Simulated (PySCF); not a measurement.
# C3H9AsSi (SMILES C[AsH][C@H]1C[SiH2]1): what the fields show

Input

```
{"job": {"kind": "uv", "xc": "CAM-B3LYP", "basis": "def2-SVPD", "nstates": 8, "ntriplets": 3}, "charge": 0, "multiplicity": 1}
C     -2.277863    -0.477921     0.175424
As    -1.220706     1.040065    -0.517484
C      0.458349     0.055763    -0.763367
C      1.778332     0.813328    -0.548736
Si     1.514499    -0.612723     0.649147
H     -3.194642    -0.120758     0.642673
H     -1.707279    -1.057821     0.899279
H     -2.556040    -1.130620    -0.652302
H     -0.851323     1.553813     0.855317
H      0.435223    -0.528245    -1.682967
H      1.679665     1.829229    -0.182935
H      2.510726     0.746554    -1.343342
H      1.145879    -0.285173     2.018237
H      2.284502    -1.825963     0.428890
```

Run with:

```sh
OMP_NUM_THREADS=1 python probes_run.py task.json out
```

Geometry: GFN2-xTB.

All numbers below come from PySCF, CAM-B3LYP/def2-SVPD, SCF density, gas phase.

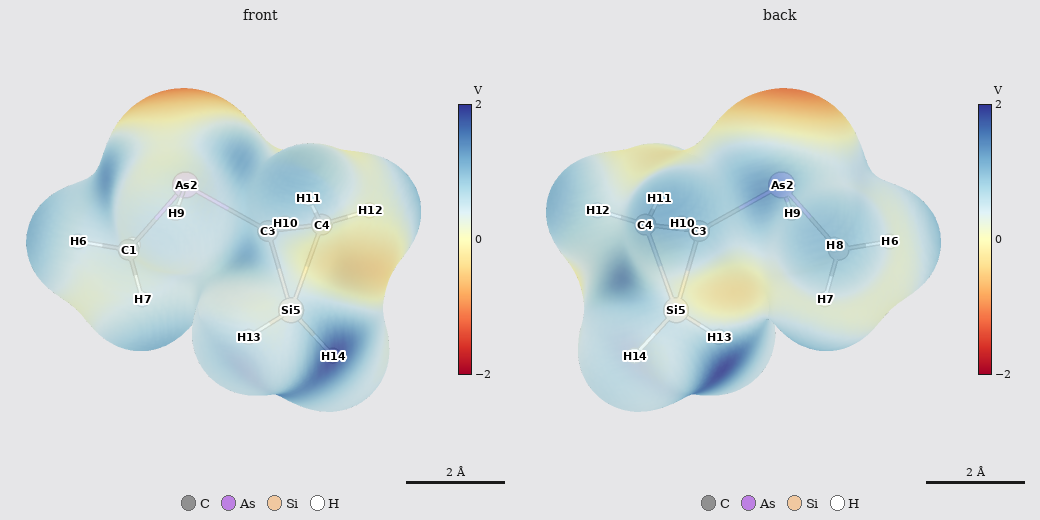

Figure 1. The molecular electrostatic potential painted on the density surface at 0.004 e/bohr³, seen from the front and from behind; the colour scale runs from red (negative) to blue (positive).

> Which sites attract a positive test charge, and which a negative one?

A positive charge is drawn to the negative regions and a negative charge to the positive ones. The most negative region (about −1.0 V) lies over As2, the most positive (about +1.9 V) over Si5.

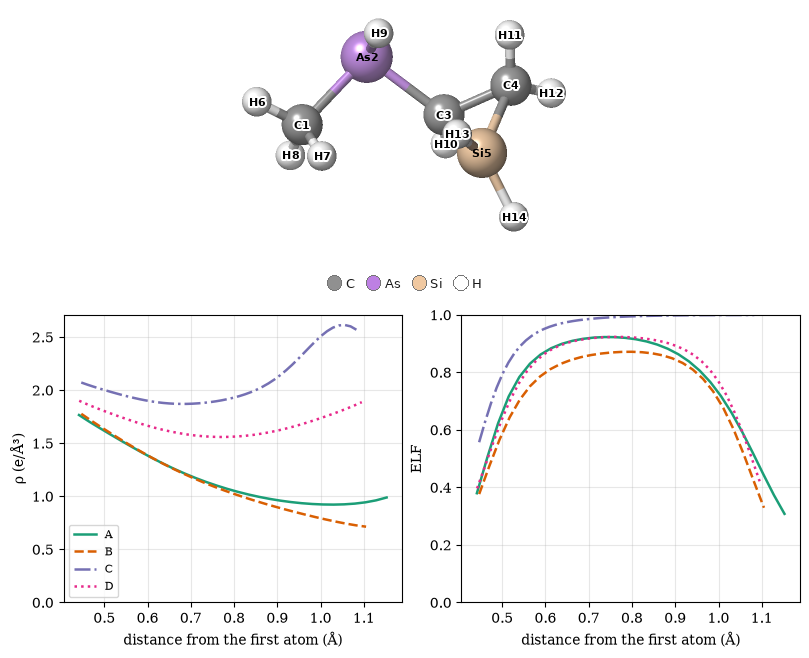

Figure 2. Total electron density and ELF along straight lines between neighbouring atoms. The curves leave out the atomic cores. The structure is drawn too.

> Which curve belongs to which contact (C–As, C–C, C–H and C–Si)? The first atom named is at distance zero.

Curve A: C–As (1.96 Å): ρ at the midpoint is about 0.93 e/Å³; the ELF peaks at about 0.90 between the atoms; a shared electron pair. Curve B: C–Si (1.88 Å): ρ is about 0.85 e/Å³ halfway; the ELF peaks at about 0.85 between the atoms; a shared electron pair. Curve C: C–H (1.08 Å): ρ at the midpoint is about 2 e/Å³; the ELF climbs to about 1 towards the hydrogen, as it does in any bond to H; a covalent bond by its length. Curve D: C–C (1.54 Å): the density is about 1.6 e/Å³ at the midpoint; the ELF peaks at about 0.90 between the atoms, as expected for a shared electron pair.
